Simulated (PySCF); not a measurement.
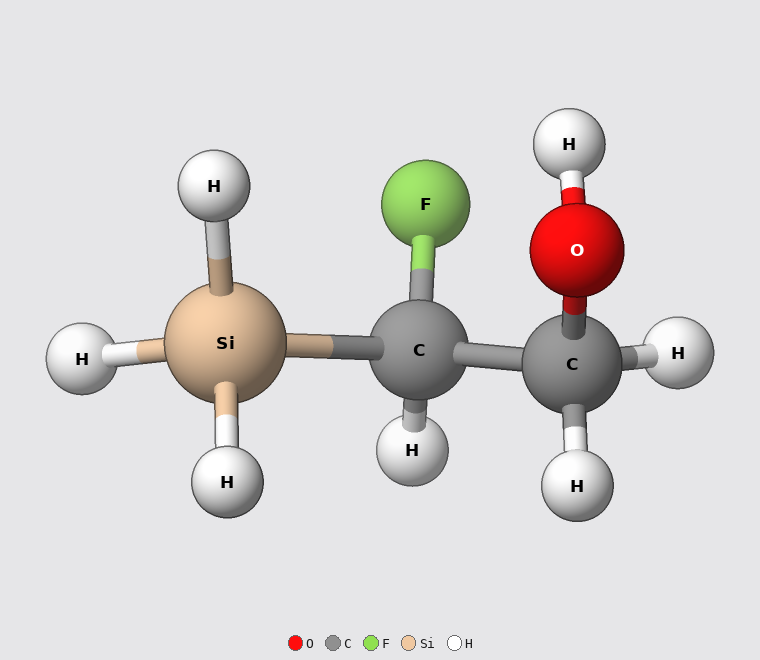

Rendered structure (ball-and-stick style).

Description:

The molecule is C2H7FOSi. Its SMILES string is `OC[C@H](F)[SiH3]`. It has no ring. Among its groups: alcohol, C–F bond, Si–H bond. The point group is C1. Coordination: 1 O bent; 2 C tetrahedral; 1 Si tetrahedral.

More results for the same structure follow; atom numbers are the same in all pictures, views and colours differ. The computed structure is the end point of a PBE0-D3(BJ)/def2-SVP optimisation. No frequency run is at hand to confirm it as a minimum.

**Geometry**

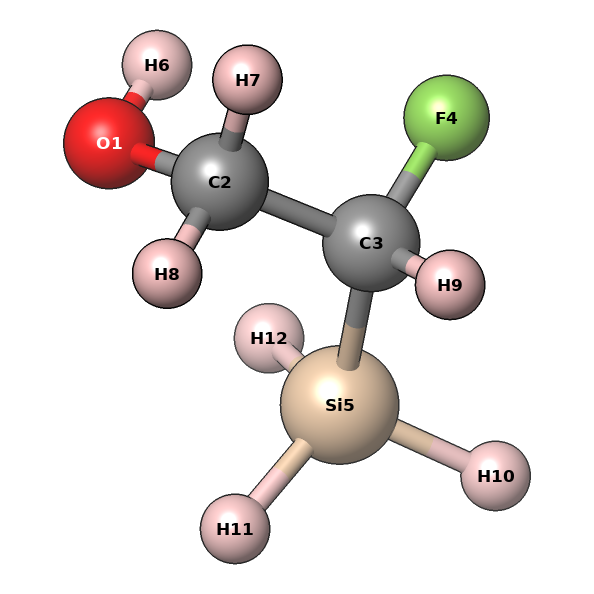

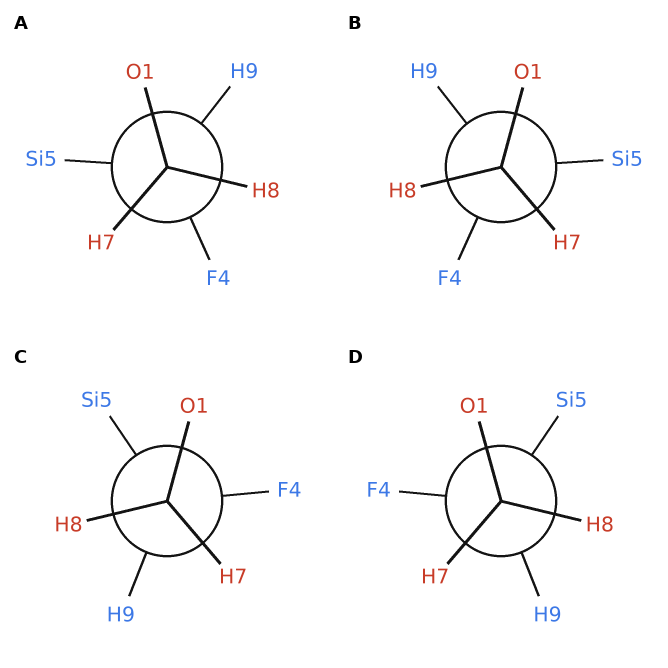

Distant atoms are faded towards the background colour. Bonds that would overlap in a projection are set slightly apart. No frequency run is at hand to confirm it as a minimum.

Which Newman projection shows the view along C2–C3, with C2 in front?

C. The torsion angle O1–C2–C3–Si5 is −49°, synclinal (gauche).

**Bond orders**

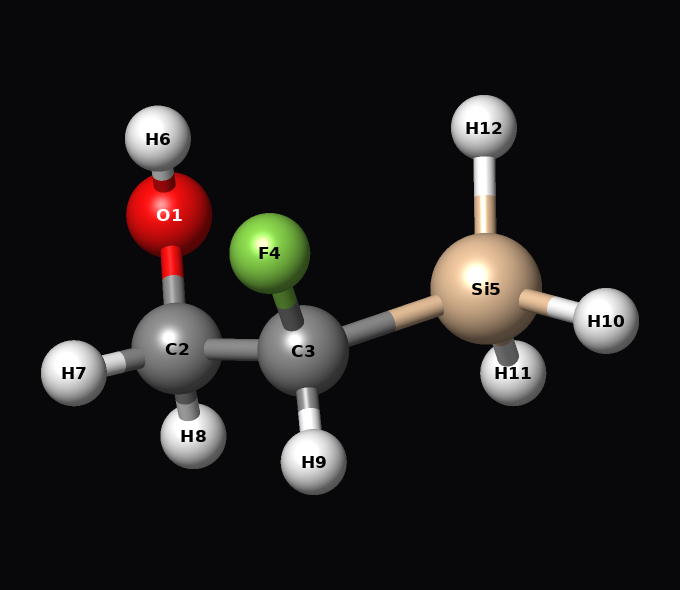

Every bond is drawn as one stick. No frequency run is at hand to confirm it as a minimum. Level of theory: PBE0/cc-pVTZ (PySCF 2.14.0).

List the Mayer bond orders of O1–C2, O1–H6, C2–C3, C2–H7, C2–H8, C3–F4, C3–Si5, C3–H9, Si5–H10, Si5–H11, Si5–H12.

| bond | Mayer order | length (Å) |
| --- | --- | --- |
| O1–C2 | 1.05 | 1.400 |
| O1–H6 | 0.99 | 0.964 |
| C2–C3 | 0.96 | 1.510 |
| C2–H7 | 0.96 | 1.109 |
| C2–H8 | 0.95 | 1.102 |
| C3–F4 | 0.96 | 1.399 |
| C3–Si5 | 0.96 | 1.915 |
| C3–H9 | 0.95 | 1.106 |
| Si5–H10 | 0.97 | 1.493 |
| Si5–H11 | 0.96 | 1.494 |
| Si5–H12 | 0.97 | 1.489 |

**NMR shielding**

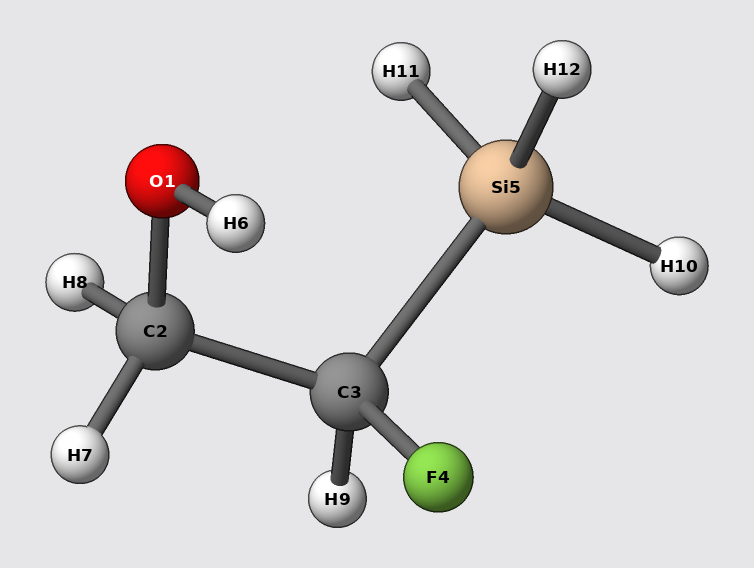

The questions are on isotropic NMR shieldings of the C atoms. No frequency run is at hand to confirm it as a minimum. Method: GIAO PBE0/6-31G* NMR shielding, non-relativistic, gas phase (PySCF 2.14.0).

List the isotropic NMR shieldings of the C atoms.

| atom | σ (ppm) |
| --- | --- |
| C2 | 131.1 |
| C3 | 108.6 |

**Charges**

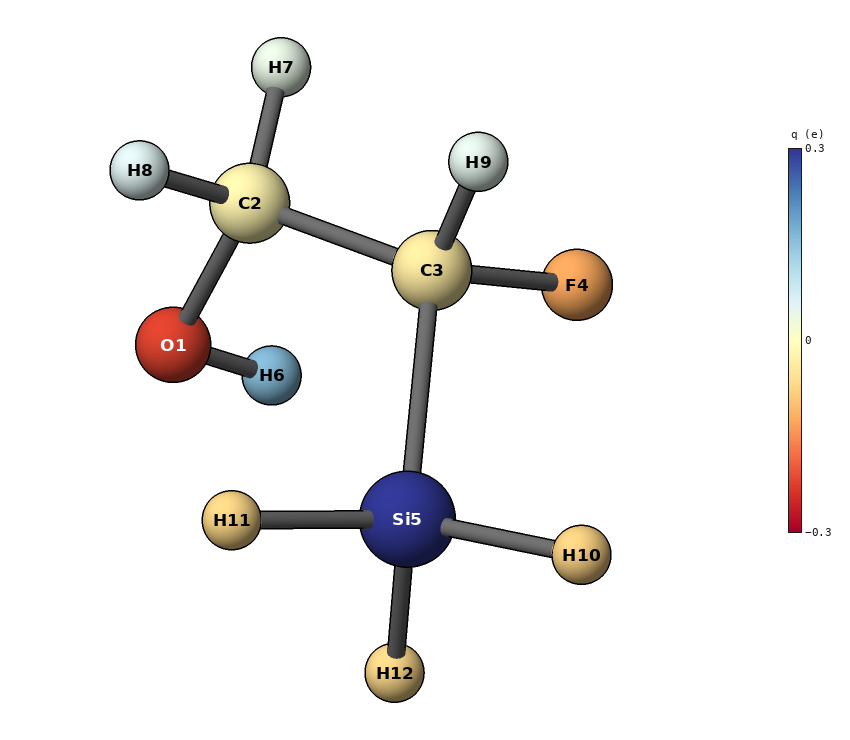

Atoms are coloured by their Hirshfeld charges. No frequency run is at hand to confirm it as a minimum. Level of theory: PBE0/IGLO-III, gas phase (PySCF 2.14.0).

Give the Hirshfeld charges atom by atom.

| atom | value (e) |
| --- | --- |
| O1 | −0.22 |
| C2 | −0.02 |
| C3 | −0.04 |
| F4 | −0.12 |
| Si5 | 0.30 |
| H6 | 0.16 |
| H7 | 0.04 |
| H8 | 0.06 |
| H9 | 0.05 |
| H10 | −0.07 |
| H11 | −0.07 |
| H12 | −0.07 |
